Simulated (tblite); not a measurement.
# Run report: C6H6B, geometry relaxation (part 1 of 2)

- system: C6H6B, multiplicity 2
- method: GFN2-xTB geometry optimisation, gas phase (tblite 0.8.0)

It belongs to a series of runs on one base structure; here: H removed from B.

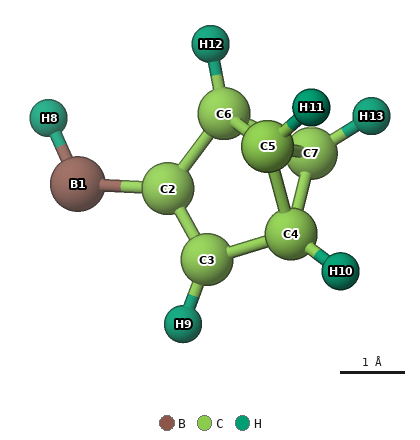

Fig. 1: The input geometry (ball-and-stick view, seen at a tilt; atoms are numbered from 1 in the order of the input). Bond lengths as drawn: B–C 1.58 Å, B–H 1.18 Å, C–C 1.34 to 1.53 Å and C–H 1.08 to 1.12 Å.

**Summary**

| quantity | value |
| --- | --- |
| outcome | converged |
| total energy | −461.2744 eV |
| hardware | 1 CPU thread, shared host |
| peak memory | 0.18 GiB |

**The input**
```
{"job": {"kind": "relax", "xc": "GFN2-xTB", "basis": "xTB"}, "charge": 0, "multiplicity": 2}
B      2.692800     0.213800    -0.007800
C      1.117700     0.236500    -0.076800
C      0.367200     1.273100    -0.461500
C     -1.075600     0.850500    -0.371100
C     -0.990600    -0.133400     0.793600
C      0.205900    -0.903800     0.287100
C     -0.972100    -0.642100    -0.617200
H      3.260500    -0.748900     0.356100
H      0.725300     2.245900    -0.781700
H     -2.016700     1.414200    -0.513800
H     -1.882600    -0.611800     1.254400
H      0.423900    -1.872400     0.792900
H     -1.860000    -1.321000    -0.672000
```

The first line tells a small driver script what to run in tblite; the rest is the geometry in Å.

Launch command:
```bash
OMP_NUM_THREADS=1 python <driver script> task.json out
```

**What the program printed**
```
step      E/eV     max force
  0    -459.55961    3.064
  1    -459.90990    1.259
  2    -460.11686    1.303
  3    -460.37880    2.838
  4    -460.55124    1.365
  5    -460.78460    1.508
  6    -460.94398    1.670
  7    -461.09564    1.219
  8    -461.15424    0.484
  9    -461.17439    0.391
 10    -461.19217    0.453
 11    -461.20881    0.435
 12    -461.22135    0.271
 13    -461.22852    0.224
 14    -461.23391    0.221
 15    -461.23916    0.201
 16    -461.24280    0.137
 17    -461.24466    0.113
 18    -461.24580    0.113
 19    -461.24708    0.151
 20    -461.24910    0.152
 21    -461.25191    0.155
 22    -461.25511    0.168
 23    -461.25793    0.122
 24    -461.26020    0.146
 25    -461.26224    0.163
 26    -461.26475    0.149
 27    -461.26795    0.183
 28    -461.27087    0.145
 29    -461.27220    0.107
 30    -461.27278    0.108
 31    -461.27305    0.047
 32    -461.27329    0.050
 33    -461.27346    0.064
 34    -461.27365    0.061
 35    -461.27385    0.041
 36    -461.27401    0.030
 37    -461.27411    0.032
 38    -461.27419    0.031
 39    -461.27426    0.024
 40    -461.27433    0.023
 41    -461.27438    0.020
 42    -461.27441    0.014
 43    -461.27443    0.009
```

**Trajectory as extended XYZ (Å, eV, eV/Å), 36 of the 44 frames kept, from step=0 to step=43**
```
13
Properties=species:S:1:pos:R:3:forces:R:3 step=0 energy=-459.55961
B     2.6928    0.2138   -0.0078   -1.3530  -0.4600   0.0970
C     1.1177    0.2365   -0.0768    3.0100  -0.5240   0.2270
C     0.3672    1.2731   -0.4615   -1.1930   0.7810  -0.4360
C    -1.0756    0.8505   -0.3711    1.1310  -0.7750   0.8080
C    -0.9906   -0.1334    0.7936   -1.9750  -0.4500   1.6060
C     0.2059   -0.9038    0.2871   -0.7260   1.2640   0.2390
C    -0.9721   -0.6421   -0.6172   -1.9700  -1.8910  -0.9330
H     3.2605   -0.7489    0.3561    0.0660   0.2590  -0.0810
H     0.7253    2.2459   -0.7817   -0.2150  -0.3390   0.0970
H    -2.0167    1.4142   -0.5138    1.0670  -0.3030  -0.1570
H    -1.8826   -0.6118    1.2544    0.9360   0.9650   0.6300
H     0.4239   -1.8724    0.7929    0.1190   0.9980  -0.9490
H    -1.8600   -1.3210   -0.6720    1.1020   0.4740  -1.1480
13
Properties=species:S:1:pos:R:3:forces:R:3 step=1 energy=-459.90990
B     2.6734    0.2072   -0.0064   -0.9050  -0.8230   0.2970
C     1.1606    0.2290   -0.0735    0.4130   0.6610  -0.2820
C     0.3502    1.2842   -0.4677    0.1480  -0.7820   0.1830
C    -1.0594    0.8394   -0.3596    0.1340  -0.8310   0.6220
C    -1.0189   -0.1398    0.8166   -0.0870  -0.1420  -0.4000
C     0.1955   -0.8857    0.2906   -0.8020   0.8370   0.2390
C    -1.0002   -0.6691   -0.6305    0.1370   0.1020   0.5150
H     3.2614   -0.7452    0.3549    0.1980   0.3990  -0.1660
H     0.7222    2.2411   -0.7803   -0.2350   0.0300  -0.0450
H    -2.0014    1.4099   -0.5161    1.1340  -0.3090  -0.1290
H    -1.8692   -0.5980    1.2634   -0.1450   0.3900   1.1330
H     0.4256   -1.8581    0.7793    0.1170   0.8990  -0.8310
H    -1.8443   -1.3142   -0.6884   -0.1070  -0.4320  -1.1350
13
Properties=species:S:1:pos:R:3:forces:R:3 step=2 energy=-460.11686
B     2.6498    0.1900   -0.0006   -0.5500  -0.9770   0.6210
C     1.1847    0.2379   -0.0773   -0.5340   0.2170  -0.2350
C     0.3462    1.2746   -0.4669    0.2560   0.0720  -0.0640
C    -1.0508    0.8203   -0.3440   -0.2030  -0.2080   0.1490
C    -1.0314   -0.1449    0.8184    0.1680  -0.0870  -0.3100
C     0.1772   -0.8637    0.2962    0.0350   0.2420   0.3210
C    -1.0087   -0.6778   -0.6265    0.4460   0.4130   0.4620
H     3.2653   -0.7366    0.3515    0.4110   0.3530  -0.3150
H     0.7168    2.2397   -0.7805   -0.3890  -0.1380  -0.0250
H    -1.9752    1.4027   -0.5193    0.9250  -0.2250  -0.1160
H    -1.8666   -0.5857    1.2871   -0.3550   0.2610   1.2260
H     0.4284   -1.8365    0.7592    0.1130   0.7150  -0.6430
H    -1.8401   -1.3193   -0.7150   -0.3240  -0.6380  -1.0720
13
Properties=species:S:1:pos:R:3:forces:R:3 step=4 energy=-460.55124
B     2.5846    0.0971    0.0462   -0.3980  -0.4800   0.3280
C     1.1926    0.2606   -0.0919   -1.1020  -0.2940   0.2730
C     0.3390    1.2716   -0.4732   -0.1210   0.6810  -0.1990
C    -1.0331    0.7841   -0.3117   -0.1840   0.6820  -0.5580
C    -1.0667   -0.1634    0.8280    0.0210  -0.1320  -0.0610
C     0.1552   -0.8096    0.3188    0.6860  -0.4840  -0.3060
C    -1.0236   -0.6933   -0.6050   -0.0430   0.1960   0.4910
H     3.3045   -0.7034    0.3295    1.3030  -0.4060   0.0430
H     0.6840    2.2323   -0.7838   -0.3160   0.2760  -0.1870
H    -1.8815    1.3816   -0.5341   -0.5240   0.5180  -0.2680
H    -1.8705   -0.5402    1.4019   -0.0930   0.2430   0.8990
H     0.4440   -1.7620    0.6876    0.4690  -0.6020   0.2170
H    -1.8330   -1.3551   -0.8299    0.3020  -0.1990  -0.6720
13
Properties=species:S:1:pos:R:3:forces:R:3 step=5 energy=-460.78460
B     2.5375    0.0237    0.0834   -0.1840  -0.3990   0.1760
C     1.1566    0.2711   -0.0929    0.4500  -0.5320   0.4700
C     0.3302    1.2825   -0.4805   -0.3030   0.6550  -0.1570
C    -1.0245    0.7829   -0.3086   -0.3920   0.3930  -0.3770
C    -1.0899   -0.1792    0.8329   -0.3200  -0.1870   0.1290
C     0.1610   -0.7894    0.3206    0.0240  -0.7220  -0.2360
C    -1.0369   -0.6996   -0.5760   -0.6820  -0.1470   0.1370
H     3.3694   -0.6953    0.3188    0.8300  -0.1270   0.0050
H     0.6554    2.2398   -0.7927   -0.1540   0.5160  -0.2490
H    -1.8416    1.3856   -0.5520   -1.2060   0.8320  -0.3590
H    -1.8743   -0.5040    1.4999    0.5190   0.4310   0.2330
H     0.4690   -1.7363    0.6508    0.5750  -1.0390   0.4830
H    -1.8164   -1.3813   -0.9215    0.8430   0.3250  -0.2550
13
Properties=species:S:1:pos:R:3:forces:R:3 step=6 energy=-460.94398
B     2.5165   -0.0266    0.1080   -0.3120  -0.2800   0.0710
C     1.1316    0.2710   -0.0861    1.5750  -0.3930   0.3930
C     0.3229    1.2956   -0.4853   -0.2440   0.3030  -0.0140
C    -1.0290    0.7920   -0.3160   -0.5590   0.0240  -0.0920
C    -1.1049   -0.1905    0.8353   -0.2810  -0.0480   0.0990
C     0.1667   -0.7946    0.3165   -0.6410  -0.6650  -0.0520
C    -1.0530   -0.7025   -0.5556   -0.6810  -0.1490  -0.1320
H     3.4199   -0.6919    0.3128    0.3300   0.1250  -0.0600
H     0.6373    2.2555   -0.8028   -0.0840   0.4270  -0.1980
H    -1.8440    1.4040   -0.5683   -1.0600   0.6100  -0.2590
H    -1.8684   -0.4776    1.5577    0.7080   0.4480  -0.0920
H     0.4934   -1.7433    0.6412    0.4150  -0.8250   0.4140
H    -1.7934   -1.3906   -0.9751    0.8320   0.4230  -0.0770
13
Properties=species:S:1:pos:R:3:forces:R:3 step=7 energy=-461.09564
B     2.4997   -0.0785    0.1325   -0.0380  -0.1730  -0.0050
C     1.1268    0.2672   -0.0746    1.2060  -0.0870   0.1530
C     0.3154    1.3088   -0.4879   -0.0340  -0.2540   0.1930
C    -1.0462    0.8036   -0.3263   -0.3270  -0.2690   0.1700
C    -1.1191   -0.1996    0.8373   -0.1580   0.1460   0.0520
C     0.1618   -0.8154    0.3121   -0.7560  -0.2050   0.0280
C    -1.0751   -0.7038   -0.5397   -0.3310  -0.0110  -0.3180
H     3.4693   -0.6848    0.3055   -0.1330   0.2880  -0.0820
H     0.6198    2.2779   -0.8157   -0.0880   0.0810  -0.0530
H    -1.8665    1.4307   -0.5867   -0.6060   0.1840  -0.0710
H    -1.8520   -0.4477    1.6065    0.6740   0.3790  -0.2430
H     0.5218   -1.7653    0.6418    0.0620  -0.3730   0.2260
H    -1.7602   -1.3927   -1.0224    0.5290   0.2960  -0.0520
13
Properties=species:S:1:pos:R:3:forces:R:3 step=9 energy=-461.17439
B     2.4953   -0.1143    0.1470    0.2350  -0.0360  -0.0410
C     1.1457    0.2624   -0.0647   -0.2150  -0.0120  -0.0020
C     0.3130    1.3059   -0.4814    0.0960  -0.2630   0.1830
C    -1.0659    0.8044   -0.3272   -0.0250   0.0670   0.0750
C    -1.1276   -0.1975    0.8353    0.0220   0.1360  -0.0420
C     0.1411   -0.8325    0.3112    0.0160   0.0570   0.0480
C    -1.0910   -0.6991   -0.5397    0.0190  -0.0080  -0.2360
H     3.4930   -0.6702    0.2982   -0.0910   0.1710  -0.0280
H     0.6047    2.2870   -0.8226   -0.1220  -0.2860   0.0930
H    -1.8963    1.4469   -0.5969   -0.0540  -0.2200   0.1190
H    -1.8217   -0.4182    1.6284    0.3090   0.2390  -0.0220
H     0.5341   -1.7861    0.6490   -0.3310   0.0970   0.0270
H    -1.7286   -1.3884   -1.0543    0.1410   0.0600  -0.1730
13
Properties=species:S:1:pos:R:3:forces:R:3 step=10 energy=-461.19217
B     2.4971   -0.1234    0.1490    0.1030   0.0830  -0.0720
C     1.1511    0.2597   -0.0619   -0.4390  -0.1100   0.0250
C     0.3144    1.2984   -0.4748    0.0000  -0.0720   0.0940
C    -1.0718    0.8041   -0.3236    0.1350   0.1210  -0.0280
C    -1.1291   -0.1928    0.8321    0.0870   0.0220  -0.1410
C     0.1337   -0.8339    0.3130    0.1810   0.0970  -0.0370
C    -1.0943   -0.6971   -0.5457    0.1640   0.0520  -0.0060
H     3.4961   -0.6616    0.2954    0.0850   0.0550   0.0040
H     0.5972    2.2802   -0.8214   -0.0760  -0.2720   0.0930
H    -1.9046    1.4442   -0.5960    0.0140  -0.2110   0.1320
H    -1.8047   -0.4035    1.6334    0.1050   0.1700   0.1300
H     0.5276   -1.7877    0.6509   -0.3620   0.1000   0.0280
H    -1.7169   -1.3861   -1.0683    0.0040  -0.0340  -0.2210
13
Properties=species:S:1:pos:R:3:forces:R:3 step=11 energy=-461.20881
B     2.4949   -0.1371    0.1526    0.0620   0.1720  -0.1010
C     1.1510    0.2551   -0.0583   -0.3990  -0.1650   0.0520
C     0.3141    1.2907   -0.4671   -0.0400   0.0800   0.0170
C    -1.0742    0.8041   -0.3194    0.1580   0.1660  -0.1490
C    -1.1317   -0.1895    0.8265   -0.0120  -0.0890   0.0620
C     0.1273   -0.8314    0.3145    0.2860   0.0130  -0.0890
C    -1.0965   -0.6949   -0.5492    0.0790  -0.0970  -0.0540
H     3.5058   -0.6506    0.2917    0.1090   0.0100   0.0170
H     0.5861    2.2693   -0.8192    0.0150  -0.1460   0.0530
H    -1.9096    1.4382   -0.5944    0.0270  -0.1510   0.1250
H    -1.7851   -0.3818    1.6491    0.0250   0.1250   0.1070
H     0.5166   -1.7854    0.6501   -0.3400   0.0270   0.0660
H    -1.7029   -1.3861   -1.0944    0.0310   0.0550  -0.1060
13
Properties=species:S:1:pos:R:3:forces:R:3 step=12 energy=-461.22135
B     2.4965   -0.1385    0.1502   -0.0450   0.2060  -0.1100
C     1.1471    0.2479   -0.0545   -0.1390  -0.1320   0.0470
C     0.3140    1.2845   -0.4599   -0.0660   0.1510  -0.0360
C    -1.0740    0.8066   -0.3189    0.1330   0.0000  -0.1370
C    -1.1318   -0.1872    0.8222    0.0010  -0.1480  -0.0100
C     0.1264   -0.8303    0.3136    0.1290  -0.0370  -0.0920
C    -1.0951   -0.6940   -0.5547    0.0580  -0.0480   0.0760
H     3.5109   -0.6426    0.2901    0.1310  -0.0020   0.0180
H     0.5798    2.2573   -0.8159    0.1120   0.0340  -0.0060
H    -1.9157    1.4299   -0.5893    0.0170  -0.0530   0.0820
H    -1.7690   -0.3650    1.6564   -0.0860   0.0680   0.1590
H     0.4994   -1.7848    0.6534   -0.2410  -0.0810   0.0940
H    -1.6928   -1.3834   -1.1106   -0.0040   0.0420  -0.0840
13
Properties=species:S:1:pos:R:3:forces:R:3 step=14 energy=-461.23391
B     2.4998   -0.1270    0.1409    0.0070   0.0920  -0.0670
C     1.1401    0.2377   -0.0498    0.1830   0.0760  -0.0330
C     0.3131    1.2832   -0.4539    0.0320   0.0420  -0.0360
C    -1.0700    0.8069   -0.3241   -0.0230  -0.1450   0.0150
C    -1.1309   -0.1909    0.8176   -0.0510  -0.0700   0.0220
C     0.1288   -0.8337    0.3093   -0.1200  -0.0900   0.0300
C    -1.0910   -0.6946   -0.5578   -0.0670  -0.0500   0.0320
H     3.5178   -0.6342    0.2896    0.0060   0.0850  -0.0110
H     0.5821    2.2498   -0.8134    0.1610   0.1470  -0.0390
H    -1.9223    1.4198   -0.5798    0.0360   0.0140   0.0170
H    -1.7581   -0.3479    1.6659   -0.0700   0.0260   0.0670
H     0.4709   -1.7910    0.6635   -0.0740  -0.1480   0.0720
H    -1.6847   -1.3777   -1.1255   -0.0190   0.0200  -0.0680
13
Properties=species:S:1:pos:R:3:forces:R:3 step=15 energy=-461.23916
B     2.5025   -0.1184    0.1347    0.0710   0.0100  -0.0340
C     1.1396    0.2351   -0.0488    0.1620   0.1080  -0.0510
C     0.3137    1.2847   -0.4526    0.0590  -0.0330  -0.0290
C    -1.0683    0.8039   -0.3270   -0.0500  -0.1070   0.0840
C    -1.1317   -0.1950    0.8166   -0.0700  -0.0040   0.0470
C     0.1282   -0.8382    0.3080   -0.1370  -0.0580   0.0800
C    -1.0905   -0.6966   -0.5583   -0.1020  -0.0520  -0.0010
H     3.5210   -0.6284    0.2892   -0.0440   0.1260  -0.0250
H     0.5883    2.2508   -0.8133    0.1270   0.0940  -0.0170
H    -1.9239    1.4156   -0.5748    0.0440   0.0230  -0.0120
H    -1.7564   -0.3403    1.6718   -0.0280   0.0100  -0.0130
H     0.4556   -1.7981    0.6703   -0.0040  -0.1190   0.0360
H    -1.6824   -1.3745   -1.1332   -0.0270  -0.0010  -0.0650
13
Properties=species:S:1:pos:R:3:forces:R:3 step=16 energy=-461.24280
B     2.5055   -0.1119    0.1294    0.0780  -0.0290  -0.0150
C     1.1411    0.2347   -0.0490    0.0530   0.0550  -0.0350
C     0.3150    1.2856   -0.4525    0.0490  -0.0710  -0.0260
C    -1.0676    0.7999   -0.3278   -0.0330  -0.0260   0.1020
C    -1.1339   -0.1985    0.8170   -0.0440   0.0340   0.0160
C     0.1261   -0.8424    0.3084   -0.0890  -0.0160   0.0890
C    -1.0919   -0.6992   -0.5584   -0.0890  -0.0320   0.0120
H     3.5231   -0.6216    0.2883   -0.0310   0.1300  -0.0280
H     0.5952    2.2528   -0.8135    0.0750   0.0100   0.0150
H    -1.9237    1.4126   -0.5712    0.0390   0.0280  -0.0300
H    -1.7558   -0.3341    1.6767   -0.0140  -0.0060  -0.0470
H     0.4436   -1.8052    0.6758    0.0370  -0.0620   0.0000
H    -1.6813   -1.3724   -1.1410   -0.0310  -0.0150  -0.0540
13
Properties=species:S:1:pos:R:3:forces:R:3 step=17 energy=-461.24466
B     2.5072   -0.1105    0.1272    0.0450  -0.0200  -0.0150
C     1.1427    0.2351   -0.0495   -0.0370  -0.0240  -0.0050
C     0.3162    1.2854   -0.4531    0.0250  -0.0700  -0.0230
C    -1.0676    0.7975   -0.3264   -0.0040   0.0350   0.0660
C    -1.1363   -0.2000    0.8177   -0.0270   0.0350   0.0160
C     0.1235   -0.8444    0.3103   -0.0270   0.0010   0.0590
C    -1.0947   -0.7013   -0.5577   -0.0550  -0.0170   0.0190
H     3.5251   -0.6155    0.2871    0.0080   0.1100  -0.0230
H     0.5994    2.2540   -0.8134    0.0380  -0.0490   0.0340
H    -1.9222    1.4117   -0.5703    0.0270   0.0310  -0.0310
H    -1.7556   -0.3302    1.6803   -0.0140  -0.0130  -0.0580
H     0.4387   -1.8094    0.6779    0.0410  -0.0150  -0.0140
H    -1.6807   -1.3720   -1.1478   -0.0220  -0.0030  -0.0240
13
Properties=species:S:1:pos:R:3:forces:R:3 step=18 energy=-461.24580
B     2.5082   -0.1104    0.1260   -0.0050   0.0020  -0.0220
C     1.1435    0.2347   -0.0498   -0.0730  -0.0840   0.0190
C     0.3172    1.2841   -0.4541    0.0020  -0.0530  -0.0180
C    -1.0677    0.7967   -0.3242    0.0130   0.0540   0.0180
C    -1.1383   -0.2002    0.8184   -0.0030   0.0220   0.0010
C     0.1213   -0.8453    0.3125    0.0090  -0.0010   0.0200
C    -1.0973   -0.7028   -0.5567   -0.0170   0.0080   0.0300
H     3.5266   -0.6101    0.2859    0.0520   0.0860  -0.0160
H     0.6023    2.2538   -0.8128    0.0190  -0.0760   0.0400
H    -1.9206    1.4121   -0.5707    0.0180   0.0330  -0.0250
H    -1.7560   -0.3283    1.6814   -0.0330  -0.0170  -0.0340
H     0.4373   -1.8117    0.6784    0.0300   0.0150  -0.0160
H    -1.6808   -1.3720   -1.1521   -0.0130   0.0110   0.0010
13
Properties=species:S:1:pos:R:3:forces:R:3 step=20 energy=-461.24910
B     2.5101   -0.1089    0.1200   -0.0740   0.0190  -0.0250
C     1.1416    0.2268   -0.0488   -0.0570  -0.1340   0.0450
C     0.3199    1.2766   -0.4574   -0.0290  -0.0110   0.0170
C    -1.0673    0.7975   -0.3181    0.0190   0.0150  -0.1030
C    -1.1435   -0.1994    0.8203    0.0260  -0.0140   0.0010
C     0.1154   -0.8486    0.3191    0.0280  -0.0230  -0.0740
C    -1.1052   -0.7055   -0.5525    0.0600   0.0610   0.0070
H     3.5349   -0.5890    0.2818    0.1100   0.0540  -0.0080
H     0.6119    2.2474   -0.8080   -0.0020  -0.0820   0.0290
H    -1.9157    1.4155   -0.5730    0.0050   0.0350  -0.0010
H    -1.7596   -0.3245    1.6820   -0.0810  -0.0210   0.0390
H     0.4348   -1.8173    0.6796   -0.0090   0.0540  -0.0020
H    -1.6817   -1.3701   -1.1627    0.0030   0.0460   0.0750
13
Properties=species:S:1:pos:R:3:forces:R:3 step=21 energy=-461.25191
B     2.5116   -0.1055    0.1127   -0.0670  -0.0080  -0.0110
C     1.1383    0.2160   -0.0470   -0.0050  -0.1000   0.0350
C     0.3221    1.2684   -0.4598   -0.0250   0.0080   0.0490
C    -1.0665    0.7987   -0.3149    0.0070  -0.0380  -0.1500
C    -1.1475   -0.1986    0.8220    0.0250  -0.0290   0.0070
C     0.1104   -0.8528    0.3234    0.0080  -0.0310  -0.1120
C    -1.1109   -0.7065   -0.5488    0.0870   0.0800  -0.0290
H     3.5445   -0.5672    0.2778    0.1050   0.0580  -0.0110
H     0.6220    2.2390   -0.8025   -0.0100  -0.0610   0.0110
H    -1.9115    1.4193   -0.5747    0.0030   0.0310   0.0140
H    -1.7651   -0.3218    1.6820   -0.0970  -0.0200   0.0710
H     0.4312   -1.8219    0.6815   -0.0350   0.0550   0.0100
H    -1.6829   -1.3666   -1.1694    0.0020   0.0570   0.1160
13
Properties=species:S:1:pos:R:3:forces:R:3 step=22 energy=-461.25511
B     2.5138   -0.1001    0.1028   -0.0440  -0.0570   0.0140
C     1.1342    0.2014   -0.0443    0.0680  -0.0190   0.0080
C     0.3248    1.2582   -0.4617    0.0000   0.0150   0.0810
C    -1.0652    0.7994   -0.3137   -0.0110  -0.0790  -0.1480
C    -1.1515   -0.1979    0.8243    0.0100  -0.0330   0.0000
C     0.1044   -0.8587    0.3268   -0.0180  -0.0320  -0.1110
C    -1.1161   -0.7063   -0.5455    0.0850   0.0780  -0.0560
H     3.5567   -0.5392    0.2730    0.0820   0.0730  -0.0200
H     0.6349    2.2274   -0.7954   -0.0140  -0.0210  -0.0120
H    -1.9067    1.4244   -0.5761    0.0100   0.0180   0.0240
H    -1.7739   -0.3198    1.6811   -0.0900  -0.0170   0.0770
H     0.4254   -1.8272    0.6848   -0.0570   0.0360   0.0170
H    -1.6850   -1.3609   -1.1739   -0.0210   0.0380   0.1250
```
